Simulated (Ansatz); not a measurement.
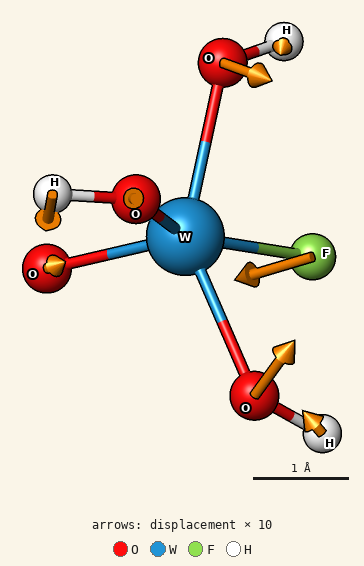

A relaxation of WH₃O₄F. The starting structure is drawn; orange arrows show the displacements, 10 times their true length. The two geometries are superimposed by the best rigid fit.

Style: ball-and-stick. Shown from a free direction.

The start comes from PBE-D4/def2-SVP.

These are results of RKS PBE0-D4/def2-TZVP (Ansatz), not measurements. Settings: force threshold 0.005 eV/Å; at most 150 steps.

Q: Describe the change and its energy.

A: The F atom moves most after the best rigid fit: 0.10 Å. Largest moves by element: F 0.10 Å, O 0.08 Å, H 0.07 Å, W 0.01 Å. Among the contacts that change: O–W 1.710 → 1.686 Å, O–W 1.914 → 1.892 Å, O–W 1.887 → 1.866 Å, F–W 1.941 → 1.922 Å. Bond angles that change, for instance: O–W–O 145.0° → 141.2°, O–W–F 151.9° → 155.6°, O–W–F 103.5° → 100.9°. Over 10 geometry steps the energy falls by 7.11 kJ/mol. Largest force component: 1.5 eV/Å at the start, 0.00097 eV/Å at the end.
